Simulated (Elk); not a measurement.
# E(q) of MnPt

Aim: the energy of spin spirals in MnPt along a path of wavevectors.

Method: LDA (Perdew-Wang); all-electron APW+lo, Dirac cores, scalar-relativistic bands, in Elk 11.2.3 (patched build).

### 1. Starting point

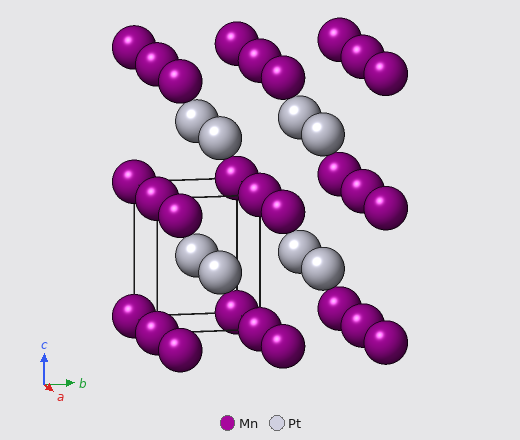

The starting structure, seen slightly off an axis (manganese purple, platinum light grey). 2×2×2 cells are drawn. Some periodic images of atoms are drawn too.

As a file:

```cif
data_structure
_symmetry_space_group_name_H-M 'P 1'
_symmetry_Int_Tables_number 1
_cell_length_a 2.8300
_cell_length_b 2.8300
_cell_length_c 3.6600
_cell_angle_alpha 90.000
_cell_angle_beta 90.000
_cell_angle_gamma 90.000
_cell_volume 29.31
loop_
_atom_site_label
_atom_site_type_symbol
_atom_site_fract_x
_atom_site_fract_y
_atom_site_fract_z
_atom_site_occupancy
Mn1 Mn 0.00000 0.00000 0.00000 1
Pt2 Pt 0.50000 0.50000 0.50000 1
```

### 2. Reference state

The energies of all spirals count from this run, made with the same spinor basis and mesh so that errors cancel.

The moments start as ferro +, on a cone 45° from z.

Moments are seeded by fields in the spheres (the last three columns under atoms), set against the wanted direction and reduced each loop.

elk.in reads:

```
tasks
  0

xctype
  3

reducebf
  0.5

epsengy
  1e-06

maxscl
  100

rgkmax
  7.0

nempty
  12

swidth
  0.003

lmaxi
  3

spinsprl
  .true.

spinpol
  .true.

vqlss
  0.000000 0.000000 0.000000

sppath
  './'

avec
  5.34792493269 0.00000000000 0.00000000000
  0.00000000000 5.34792493269 0.00000000000
  0.00000000000 0.00000000000 6.91639761613

atoms
  2
  'Mn.in'
  1
  0.0000000000 0.0000000000 0.0000000000   -0.074246 0.000000 -0.074246
  'Pt.in'
  1
  0.5000000000 0.5000000000 0.5000000000   0.000000 0.000000 0.000000

ngridk
  8 8 8
```

Run with:

```console
OMP_NUM_THREADS=4 elk
```

Numbers of over 12 decimals in the logs are rounded to 6 here.

Log:

```text
Warning(gndstate): core states of species 2 leak from the muffin-tin :   0.3437826744E-03

--- INFO.OUT ---
┌─────────────────────────┐
│ Elk code version 11.2.3 │
└─────────────────────────┘

All units are atomic (Hartree, Bohr, etc.)

┌─────────────────────────────────────────────────┐
│ Ground-state run starting from atomic densities │
└─────────────────────────────────────────────────┘

Lattice vectors :
   5.347924933       0.000000000       0.000000000
   0.000000000       5.347924933       0.000000000
   0.000000000       0.000000000       6.916397616

Reciprocal lattice vectors :
   1.174882854       0.000000000       0.000000000
   0.000000000       1.174882854       0.000000000
   0.000000000       0.000000000      0.9084476712

Unit cell volume      :    197.8110542
Brillouin zone volume :    1.253975489

Muffin-tin inner radius fraction :   0.1000000000E-01

Nuclei treated as point charges

Species : 1 (Mn)
 parameters loaded from : Mn.in
 name : manganese
 nuclear charge    :   -25.00000000
 electronic charge :    25.00000000
 atomic mass :    100145.9370
 muffin-tin radius :    2.400000000
 number of radial points in muffin-tin :    497
 inner part over the whole radius :   0.9798345621E-02
 number on inner part of muffin-tin    :    350
 approximate nuclear radius :   0.7074591925E-04
 number of mesh points to nuclear radius :    165
 atomic positions (lattice), magnetic fields (Cartesian) :
  1 :   0.00000000  0.00000000  0.00000000   -0.07424600  0.00000000 -0.07424600

Species : 2 (Pt)
 parameters loaded from : Pt.in
 name : platinum
 nuclear charge    :   -78.00000000
 electronic charge :    78.00000000
 atomic mass :    355605.4401
 muffin-tin radius :    2.648962466
 number of radial points in muffin-tin :    697
 inner part over the whole radius :   0.9986296562E-02
 number on inner part of muffin-tin    :    500
 approximate nuclear radius :   0.1029052813E-03
 number of mesh points to nuclear radius :    263
 atomic positions (lattice), magnetic fields (Cartesian) :
  1 :   0.50000000  0.50000000  0.50000000    0.00000000  0.00000000  0.00000000

Total number of atoms per unit cell :    2
Total muffin-tin volume :    135.7661270
 ratio of muffin-tin to unit cell volume :   0.6863424670

Spin treatment :
 spin-polarised
 global magnetic field (Cartesian) :    0.000000000       0.000000000       0.000000000
 non-collinear magnetisation
 spin-spiral state assumed
  q-vector (lattice)   :    0.000000000       0.000000000       0.000000000
  q-vector (Cartesian) :    0.000000000       0.000000000       0.000000000
  q-vector length      :    0.000000000

Number of Bravais lattice symmetries :   16
Number of crystal symmetries         :   16
Crystal has inversion symmetry
Real symmetric eigensolver will be used

k-point grid :      8     8     8
k-point offset :    0.000000000       0.000000000       0.000000000
k-point set is reduced with full crystal symmetry group
Total number of k-points :       75

Muffin-tin radius times maximum |G+k| :    7.000000000
 using average radius
Maximum |G+k| for APW functions       :    2.772846915
Maximum (1/2)|G+k|²                   :    3.844340008
Maximum |G| for potential and density :    12.00000000
Constant for pseudocharge density :    8
 order of it for each species :   15  15
 order of it for pair densities of each species (exact exchange by exxq0 0: 15) :    8  11
Radial integration step length :    1

G-vector grid sizes :     21    21    27
Number of G-vectors :     5791

Maximum angular momentum used for
 APW functions            :    8
 outer part of muffin-tin :    6
 inner part of muffin-tin :    3

Total nuclear charge    :   -103.0000000
Total core charge       :    58.00000000
Total valence charge    :    45.00000000
Total excess charge     :    0.000000000
Total electronic charge :    103.0000000

Effective Wigner radius, rₛ :   0.7710956288

Number of empty states         :     24
Total number of valence states :     94
Total number of core states    :     58

Third-order local-orbitals added for an l without core states : T
Total number of local-orbitals :     61

Exchange-correlation functional :      3     0     0
 Perdew-Wang/Ceperley-Alder, Phys. Rev. B 45, 13244 (1992)
 gradient requirement :    0
 local density approximation (LDA)

Smearing type :    3
 Fermi-Dirac
Smearing width :   0.3000000000E-02
Effective electronic temperature (K) :    947.3250744

Mixing type :    3
 Broyden mixing, J. Phys. A: Math. Gen. 17, L317 (1984)

Kohn-Sham potential initialised from atomic data

┌──────────────────────────────┐
│ Self-consistent loop started │
└──────────────────────────────┘

┌─────────────────┐
│ Loop number : 1 │
└─────────────────┘

Energies :
 Fermi                       :     0.180661
 sum of occupied eigenvalues :     -12006.326352837
 electron kinetic            :      22248.674519706
 core electron kinetic       :      21316.086655699
 Coulomb                     :     -41444.323514132
 Coulomb potential           :     -33766.988686407
 nuclear-nuclear             :     -1885.7815636814
 electron-nuclear            :     -45399.076279456
 Hartree                     :      5840.5343290062
 Madelung                    :     -24560.829170928
 xc potential                :     -487.91201577333
 xc effective B-field        :    -0.81444767365082E-01
 external B-field            :      0.000000
 exchange                    :     -386.29835257228
 correlation                 :     -10.261265410952
 electron entropic           :    -0.24817248254206E-02
 total energy                :     -19592.211094134
 (external B-field energy excluded from total)

Density of states at Fermi energy :    85.06720333
 (states/Hartree/unit cell)

Estimated indirect band gap :   0.1973558788E-03
 from k-point 57 to k-point 70
Estimated direct band gap   :   0.1466808293E-02
 at k-point 40

Charges :
 core                        :    58.00000000
 valence                     :    45.00000000
 interstitial                :    2.337131417
 muffin-tins (core leakage)
  species : 1 (Mn)
   atom 1                    :    25.12358870     ( -0.3595730968E-05)
  species : 2 (Pt)
   atom 1                    :    75.53927989     (  0.3906422567E-03)
 total in muffin-tins        :    100.6628686
 total calculated charge     :    103.0004575
 total charge                :    103.0000000
 error                       :   0.4574601990E-03

Moments :
 interstitial                :  -0.1416904677E-01  0.4333101129E-11 -0.1416900623E-01
 muffin-tins
  species : 1 (Mn)
   atom 1                    :    1.511870383      0.3320299631E-10   1.511871046
  species : 2 (Pt)
   atom 1                    :  -0.2925415265E-02  0.5293973529E-10 -0.2925054138E-02
 total in muffin-tins        :    1.508944968      0.8614273160E-10   1.508945992
 total moment                :    1.494775921      0.9047583273E-10   1.494776986

┌─────────────────┐
│ Loop number : 2 │
└─────────────────┘

Energies :
 Fermi                       :     0.182544
 sum of occupied eigenvalues :     -12006.663221398
 electron kinetic            :      22249.048238277
 core electron kinetic       :      21315.947529718
 Coulomb                     :     -41445.229216090
 Coulomb potential           :     -33763.826575741
 nuclear-nuclear             :     -1885.7815636814
 electron-nuclear            :     -45404.153676217
 Hartree                     :      5844.7060238082
 Madelung                    :     -24563.315928220
 xc potential                :     -491.77950453965
 xc effective B-field        :    -0.90167914579390E-01
 external B-field            :      0.000000
 exchange                    :     -386.29046025196
 correlation                 :     -10.259724036357
 electron entropic           :    -0.22989246902659E-02
 total energy                :     -19592.733461026
 (external B-field energy excluded from total)

Density of states at Fermi energy :    76.96861786
 (states/Hartree/unit cell)

Estimated indirect band gap :   0.3852139000E-03
 from k-point 63 to k-point 10
Estimated direct band gap   :   0.1357145536E-02
 at k-point 40

Charges :
 core                        :    58.00000000
 valence                     :    45.00000000
 interstitial                :    2.333002503
 muffin-tins (core leakage)
  species : 1 (Mn)
   atom 1                    :    24.92960125     ( -0.3595730979E-05)
  species : 2 (Pt)
   atom 1                    :    75.73739625     (  0.3878572049E-03)
 total in muffin-tins        :    100.6669975
 total calculated charge     :    103.0004846
 total charge                :    103.0000000
 error                       :   0.4845718398E-03

Moments :
 interstitial                :  -0.8352061660E-02 -0.1247232480E-06 -0.8351991645E-02
 muffin-tins
  species : 1 (Mn)
   atom 1                    :    1.593080087     -0.5726517464E-06   1.593080847
  species : 2 (Pt)
   atom 1                    :   0.1070623460E-01 -0.6265657723E-06  0.1070662744E-01
 total in muffin-tins        :    1.603786322     -0.1199217519E-05   1.603787475
 total moment                :    1.595434260     -0.1323940767E-05   1.595435483

RMS change in Kohn-Sham potential (target) :   0.3707891936     (  0.1000000000E-05)
Absolute change in total energy (target)   :   0.5223668923     (  0.1000000000E-05)

[... loops 3 to 23 left out ...]

┌──────────────────┐
│ Loop number : 24 │
└──────────────────┘

Energies :
 Fermi                       :     0.321497
 sum of occupied eigenvalues :     -11999.622106995
 electron kinetic            :      22262.319345157
 core electron kinetic       :      21317.600318859
 Coulomb                     :     -41458.172028271
 Coulomb potential           :     -33734.934721877
 nuclear-nuclear             :     -1885.7815636814
 electron-nuclear            :     -45459.920541130
 Hartree                     :      5887.5300765404
 Madelung                    :     -24590.704667332
 xc potential                :     -526.77834358600
 xc effective B-field        :    -0.228387
 external B-field            :      0.000000
 exchange                    :     -386.86598570496
 correlation                 :     -10.259052547677
 electron entropic           :    -0.12442811318860E-02
 total energy                :     -19592.978965648
 (external B-field energy excluded from total)

Density of states at Fermi energy :    39.76873185
 (states/Hartree/unit cell)

Estimated indirect band gap :   0.1469676830E-03
 from k-point 1 to k-point 14
Estimated direct band gap   :   0.2810234067E-02
 at k-point 14

Charges :
 core                        :    58.00000000
 valence                     :    45.00000000
 interstitial                :    2.086763755
 muffin-tins (core leakage)
  species : 1 (Mn)
   atom 1                    :    23.80299700     ( -0.3595730847E-05)
  species : 2 (Pt)
   atom 1                    :    77.11023924     (  0.3437826758E-03)
 total in muffin-tins        :    100.9132362
 total calculated charge     :    103.0005266
 total charge                :    103.0000000
 error                       :   0.5266106067E-03

Moments :
 interstitial                :   0.6459821889E-01 -0.2801105494E-04  0.6460284305E-01
 muffin-tins
  species : 1 (Mn)
   atom 1                    :    2.546329042     -0.9562980447E-03   2.546375499
  species : 2 (Pt)
   atom 1                    :   0.2560588556     -0.1242169612E-03  0.2560492285
 total in muffin-tins        :    2.802387898     -0.1080515006E-02   2.802424727
 total moment                :    2.866986117     -0.1108526061E-02   2.867027570

RMS change in Kohn-Sham potential (target) :   0.2057431075E-06 (  0.1000000000E-05)
Absolute change in total energy (target)   :   0.6308255251E-08 (  0.1000000000E-05)

Convergence targets achieved

┌──────────────────┐
│ Loop number : 25 │
└──────────────────┘

Energies :
 Fermi                       :     0.321497
 sum of occupied eigenvalues :     -11999.622106950
 electron kinetic            :      22262.319345229
 core electron kinetic       :      21317.600318923
 Coulomb                     :     -41458.172028319
 Coulomb potential           :     -33734.934721825
 nuclear-nuclear             :     -1885.7815636814
 electron-nuclear            :     -45459.920541289
 Hartree                     :      5887.5300766520
 Madelung                    :     -24590.704667406
 xc potential                :     -526.77834366050
 xc effective B-field        :    -0.228387
 external B-field            :      0.000000
 exchange                    :     -386.86598571255
 correlation                 :     -10.259052547193
 electron entropic           :    -0.12442810133874E-02
 total energy                :     -19592.978965630
 (external B-field energy excluded from total)

Density of states at Fermi energy :    39.76872746
 (states/Hartree/unit cell)

Estimated indirect band gap :   0.1469642318E-03
 from k-point 1 to k-point 14
Estimated direct band gap   :   0.2810235955E-02
 at k-point 14

Charges :
 core                        :    58.00000000
 valence                     :    45.00000000
 interstitial                :    2.086763752
 muffin-tins (core leakage)
  species : 1 (Mn)
   atom 1                    :    23.80299701     ( -0.3595730838E-05)
  species : 2 (Pt)
   atom 1                    :    77.11023924     (  0.3437826744E-03)
 total in muffin-tins        :    100.9132362
 total calculated charge     :    103.0005266
 total charge                :    103.0000000
 error                       :   0.5266106095E-03

Moments :
 interstitial                :   0.6459819247E-01 -0.2894564373E-04  0.6460286776E-01
 muffin-tins
  species : 1 (Mn)
   atom 1                    :    2.546328097     -0.9931379963E-03   2.546376509
  species : 2 (Pt)
   atom 1                    :   0.2560587600     -0.1279216908E-03  0.2560493306
 total in muffin-tins        :    2.802386857     -0.1121059687E-02   2.802425840
 total moment                :    2.866985050     -0.1150005331E-02   2.867028708

┌──────────────────────────────┐
│ Self-consistent loop stopped │
└──────────────────────────────┘

Warning : core states of species 2 leak from the muffin-tin :   0.3437826744E-03

Wrote STATE.OUT
```

The job ended after 2 min (4 threads of Arm Neoverse V2, shared host; peak memory 0.24 GiB; 7.7 min of CPU time).

Spin moment in the muffin-tin sphere by atom:

```tsv
atom	x (μB)	y (μB)	z (μB)	size
Mn1	2.55	0.00	2.55	3.60
Pt2	0.26	0.00	0.26	0.36
```

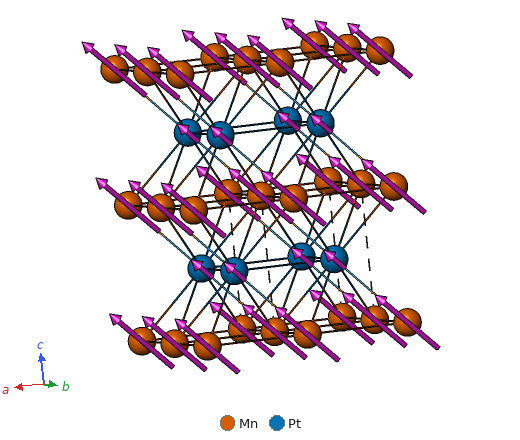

Spin moment in the muffin-tin sphere as arrows, the longest 3.60 μB. Each arrow also spans its atom, so small moments look longer than they are. 2×2×2 cells are drawn. Some periodic images of atoms are drawn too.

This step gave:

```
density of states at the Fermi level : 1.461 states/eV/cell
moment between the spheres           : 0.06460, 0, 0.06460 μB
magnetization                        : 2.867, -0.00115, 2.867 μB
final state                          : ferromagnetic
```

After 25 cycles the largest moment stands at 3.60 μB.

(Continued in part 2 of 2.)

[Logs and program files are shortened in this print: banners, set-up blocks, solver, clock and traceback lines can be left out without a mark of their own.]

[Logs are printed without paths, hosts, clocks, repeated set-up lines and the standing remarks that a program may print on its own settings, such as how far it seeks lower states.]

[Hosts, paths, dates, database ids (printed as entryN), source tags and the programs' standing remarks are cut or masked in the printed files.]

[Where a cell is said to come from a database of computed structures, the database is the Materials Project.]
